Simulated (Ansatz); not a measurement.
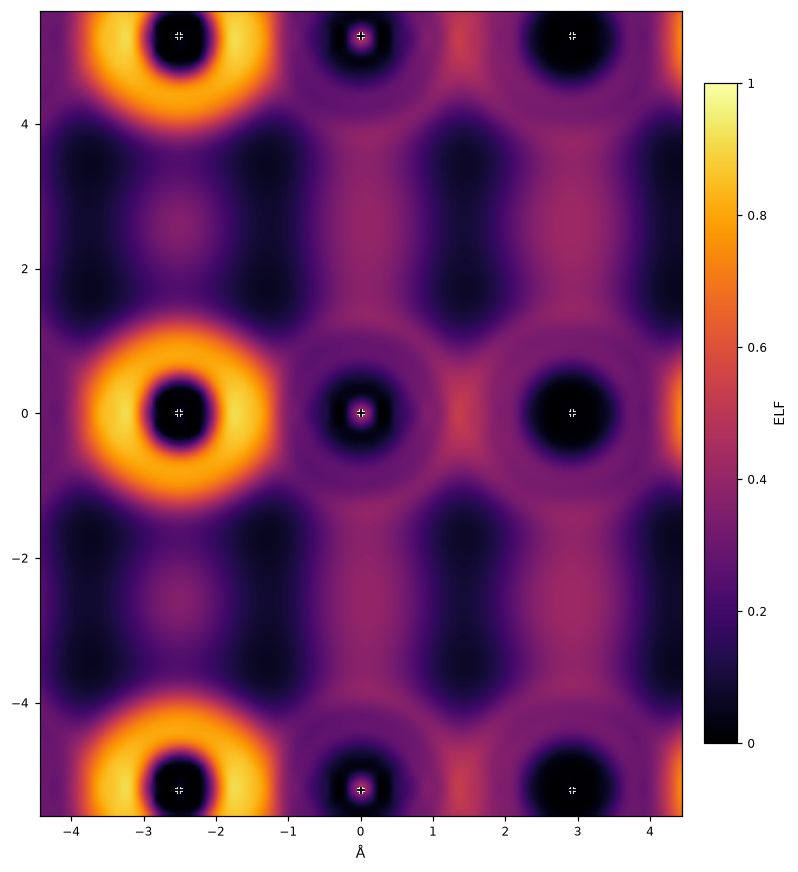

The electron localisation function on a plane through atoms (crosses mark nuclei in the plane).

Level of theory: DFT PBE, scalar-relativistic, plane waves, PAW in Ansatz.

Candidates:
A. Ta2F, a = 2.85 Å, b = 2.85 Å, c = 6.52 Å, α = 90.00°, β = 90.00°, γ = 120.00°. Space group P-3m1; a structure generated by program, which may or may not match a known phase; computed without spin polarisation.
B. Na3H, a = 4.72 Å, b = 4.72 Å, c = 4.72 Å, α = 90.00°, β = 90.00°, γ = 90.00°. Space group Pm-3m; a structure generated by program, which may or may not match a known phase.
C. GaSnP, a = 3.01 Å, b = 3.01 Å, c = 8.17 Å, α = 90.00°, β = 90.00°, γ = 120.00°. Space group P6mm; a structure generated by program, which may or may not match a known phase.

Which system is this?

Answer. Candidate C: GaSnP on the (110) plane of the conventional cell, which holds Ga, Sn and P. Ga–P (2.51 Å): the ELF peaks at about 0.90 in the valence shell of P, 0.8 Å from its nucleus, and is about 0.65 at the midpoint.
